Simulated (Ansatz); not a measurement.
Input file:

```
crystal:
  periodic: [false, false, false]
  atoms:
    - {symbol: Si, position_ang: [-0.081611, -1.876086, 0.026470]}
    - {symbol: H, position_ang: [1.265238, -2.814842, 0.601969]}
    - {symbol: H, position_ang: [1.473097, -1.791369, 0.900841]}
    - {symbol: O, position_ang: [0.905682, -0.745507, 0.824077]}
    - {symbol: Al, position_ang: [1.088523, 0.989979, 0.338087]}
    - {symbol: O, position_ang: [2.410146, 1.695952, 1.115549]}
    - {symbol: O, position_ang: [0.533437, 1.034516, -1.298993]}
    - {symbol: Al, position_ang: [-1.112717, 0.917389, -0.865626]}
    - {symbol: O, position_ang: [-2.600832, 1.329563, -1.535579]}
    - {symbol: O, position_ang: [-0.666593, 1.525995, 0.803963]}
    - {symbol: H, position_ang: [-1.062314, -2.657134, 0.809504]}
    - {symbol: H, position_ang: [-1.239153, -0.774156, -0.369062]}
    - {symbol: H, position_ang: [0.152668, -2.275939, -1.373924]}
    - {symbol: H, position_ang: [2.830800, 2.505348, 0.836576]}
    - {symbol: H, position_ang: [-2.777444, 1.508870, -2.455357]}
    - {symbol: H, position_ang: [-1.118929, 1.427522, 1.641605]}
basis:
  gaussian: {orbitals: def2-TZVPP}
hamiltonian: {xc: pbe0, dispersion: d4}
output: {orbitals: {seedname: orbitals}}
```

Launched as:

```sh
ansatz run in.yaml --threads 4 --pin off --events-out ev --progress --plain --max-ram 46080MiB --backend cuda --devices 0, --max-vram 37GiB
```

A transition-state structure; geometry: PBE0-D4/def2-TZVP.

These are results of RKS PBE0-D4/def2-TZVPP in Ansatz, not measurements.

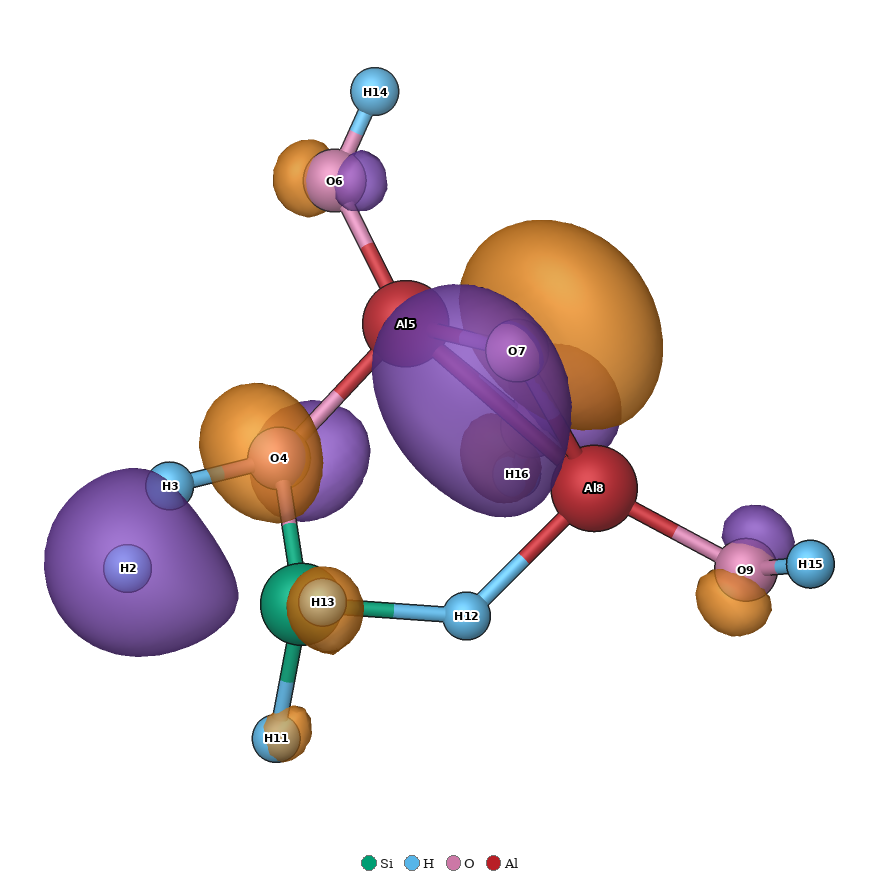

Al$_{2}$H$_{7}$O$_{5}$Si···H. The HOMO−1 at ±0.1 Å⁻³ᐟ² (orange and purple are the two phases), seen at a tilt.

What is the character of this orbital?

Answer. It lies mainly on O7 (about 55 %), O4 (about 10 %), H2 (about 10 %) and Al5 (about 5 %). Its energy is −8.45 eV.
